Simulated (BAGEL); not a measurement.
# GeS (germanium sulfide): PBE0/aug-cc-pVTZ (density fitting with qzvpp-jkfit)

Aim: the energy change on altering one bond length of GeS (germanium sulfide) at PBE0/aug-cc-pVTZ (density fitting with qzvpp-jkfit), from 2 runs. 

The results are computed with BAGEL 1.2.2.

3 further runs of the same task are left out: 1 that didn't finish, 2 set aside as unsound or not needed. Runs told in other sessions of the task aren't counted.

### 1 The molecule

GeS: 2 atoms, total charge 0, spin state singlet. As SMILES, `[S+]#[Ge-]`. The bond length is the measured one.

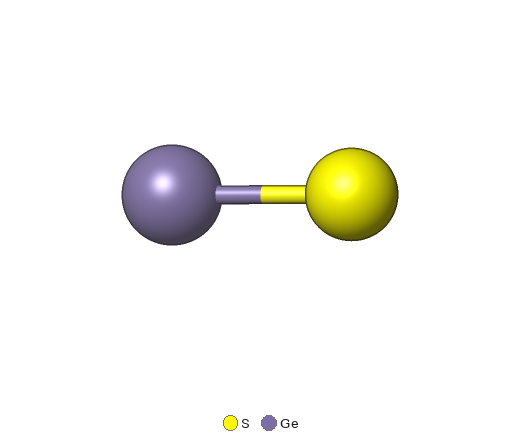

Viewed from a chosen angle; sulfur yellow, germanium purple.

### 2 A single-point energy at PBE0/aug-cc-pVTZ (density fitting with qzvpp-jkfit)

Contents of dft.json:

```json
{ "bagel": [

{
  "title": "molecule",
  "basis": "aug-cc-pvtz.json",
  "df_basis": "qzvpp-jkfit",
  "angstrom": true,
  "geometry": [
    { "atom": "S", "xyz": [       0.000000,       0.000000,       0.000000 ] },
    { "atom": "Ge", "xyz": [       0.000000,       0.000000,       2.012086 ] }
  ]
},

{
  "title": "ks",
  "xc_func": "pbe0"
},

{
  "title": "print",
  "file": "orbitals.molden",
  "orbitals": true
}

]}
```

The basis set aug-cc-pVTZ is read from a file made from the Basis Set Exchange's data (not shown).

Command:

```sh
BAGEL_NUM_THREADS=1 BAGEL dft.json > dft.out
```

Log:

```text
* using 1 threads per process

  ===============================================================
  ===============================================================

  *** Geometry ***

  { "atom" : "S", "xyz" : [      0.000000,      0.000000,      0.000000 ] },
  { "atom" : "Ge", "xyz" : [      0.000000,      0.000000,      3.802291 ] },

  Number of auxiliary basis functions:      394

  Since a DF basis is specified, we compute 2- and 3-index integrals:
    o Being stored without compression. Storage requirement is 0.037 GB

  Number of basis functions:      109
  Number of electrons      :       48

    * METHOD: MOLECULE                             0.36

  *** Kohn-Sham DFT ***

    * Removing 1949 points whose weight is below 1.00e-10
    * Grid points: 27863

  === Nuclear Repulsion ===
   134.6556418876

       - DIIS with orbital gradients will be used.

  === KS iteration (pbe0 / aug-cc-pvtz.json) ===
      0      -2443.95951496          0.10659502           0.26
      1      -2247.50409709          0.32618460           0.25
      2      -2291.91141242          0.09301447           0.25
      3      -2124.61083020          0.21277506           0.22
      4      -2338.42467415          0.18754425           0.22
      5      -2345.87405182          0.19510215           0.22
      6      -2346.74871602          0.19606444           0.22
      7      -2348.22486400          0.19941885           0.21
      8      -2289.00000139          0.08657751           0.18
      9      -2334.27787340          0.28676369           0.17
     10      -2243.78731604          0.36150892           0.16
     11      -2252.81879698          0.44453210           0.17
     12      -2198.01619735          0.28815813           0.16
     13      -2192.28013173          0.24016962           0.17
     14      -2289.09003633          0.08665620           0.17
     15      -2193.77937207          0.24073327           0.17
[... 29 lines of this table left out ...]
     45      -2474.88177842          0.00032235           0.16
     46      -2474.88183182          0.00006100           0.16
     47      -2474.88183399          0.00000495           0.16
     48      -2474.88183400          0.00000222           0.16
     49      -2474.88183401          0.00000025           0.19
     50      -2474.88183401          0.00000008           0.16
     51      -2474.88183401          0.00000002           0.16
     52      -2474.88183401          0.00000001           0.16
    * SCF iteration converged.

    * Permanent dipole moment:
           (    0.000000,     0.000000,    -0.868881) a.u.

    * METHOD: KS                                   9.54

    * METHOD: PRINT                                0.03

  ===============================================================
```

Wall time 11 s (1 thread of Intel Xeon Platinum 8259CL at 2.50GHz (Skylake/Cascade Lake), shared host); peak memory 0.22 GiB.

### 3 The distorted shape, same level

Contents of input.json:

```json
{ "bagel": [

{
  "title": "molecule",
  "basis": "aug-cc-pvtz.json",
  "df_basis": "qzvpp-jkfit",
  "angstrom": "true",
  "geometry": [
    { "atom": "S", "xyz": [    0.000000,    0.000000,   -1.006014 ] },
    { "atom": "Ge", "xyz": [    0.000000,    0.000000,    2.012086 ] }
  ]
},
{
  "title": "ks",
  "xc_func": "pbe0"
},
{
  "title": "print",
  "file": "orbitals.molden",
  "orbitals": "true"
}

]}
```

The basis set aug-cc-pVTZ is read from a file made from the Basis Set Exchange's data (not shown).

Command:

```sh
BAGEL_NUM_THREADS=1 BAGEL input.json > input.out
```

Log:

```text
* using 1 threads per process

  ===============================================================
  ===============================================================

  *** Geometry ***

  { "atom" : "S", "xyz" : [      0.000000,      0.000000,     -1.901091 ] },
  { "atom" : "Ge", "xyz" : [      0.000000,      0.000000,      3.802291 ] },

  Number of auxiliary basis functions:      394

  Since a DF basis is specified, we compute 2- and 3-index integrals:
    o Being stored without compression. Storage requirement is 0.037 GB

  Number of basis functions:      109
  Number of electrons      :       48

    * METHOD: MOLECULE                             0.35

  *** Kohn-Sham DFT ***

    * Removing 1398 points whose weight is below 1.00e-10
    * Grid points: 28414

  === Nuclear Repulsion ===
    89.7712905017

       - DIIS with orbital gradients will be used.

  === KS iteration (pbe0 / aug-cc-pvtz.json) ===
      0      -2437.98292847          0.09602623           0.25
      1      -2211.08022016          0.23845508           0.19
      2      -2279.18431717          0.05233587           0.18
      3      -2088.32865107          0.12096763           0.31
      4      -2167.26708665          0.15140805           0.21
      5      -2170.10049305          0.15289342           0.24
      6      -2323.98418723          0.15526880           0.21
      7      -2325.34034176          0.15603781           0.23
      8      -2278.96116208          0.05539746           0.27
      9      -2165.96149837          0.16186742           0.18
     10      -2166.42123381          0.15979302           0.17
     11      -2167.08368663          0.15931735           0.17
     12      -2165.23417962          0.16166333           0.17
     13      -2324.96343574          0.15553456           0.17
     14      -2279.21125873          0.05682207           0.18
     15      -2097.40782233          0.13927914           0.18
[... 33 lines of this table left out ...]
     49      -2474.72368830          0.00032245           0.18
     50      -2474.72373404          0.00017016           0.17
     51      -2474.72375002          0.00002303           0.17
     52      -2474.72375032          0.00000265           0.16
     53      -2474.72375032          0.00000029           0.16
     54      -2474.72375032          0.00000027           0.17
     55      -2474.72375032          0.00000010           0.16
     56      -2474.72375032          0.00000001           0.16
    * SCF iteration converged.

    * Permanent dipole moment:
           (   -0.000000,    -0.000000,    -2.314658) a.u.

    * METHOD: KS                                  10.82

    * METHOD: PRINT                                0.03

  ===============================================================
```

Wall time 12 s (1 thread of Intel Xeon Platinum 8259CL at 2.50GHz (Skylake/Cascade Lake), shared host); peak memory 0.23 GiB.

### 4 Summary of results

Level: PBE0/aug-cc-pVTZ (density fitting with qzvpp-jkfit).

```
                                                          quantity           value
                                         first shape: total energy  -2474.88183 Eh
                                        first shape: dipole moment          2.21 D
                                          first shape: HOMO energy        -7.96 eV
                                          first shape: LUMO energy        -2.42 eV
                                        first shape: HOMO–LUMO gap         5.54 eV
                                     distorted shape: total energy  -2474.72375 Eh
                                    distorted shape: dipole moment          5.88 D
                                      distorted shape: HOMO energy        -6.34 eV
                                      distorted shape: LUMO energy        -4.19 eV
                                    distorted shape: HOMO–LUMO gap         2.14 eV
energy change with the S1–Ge2 bond stretched from 2.012 to 3.018 Å        4.302 eV
```

With the S1–Ge2 bond stretched from 2.012 to 3.018 Å the energy rises by 4.30 eV (99 kcal/mol). The first shape isn't relaxed at this level, so the change isn't measured from a minimum. A restricted reference can't describe the breaking bond well at this length.
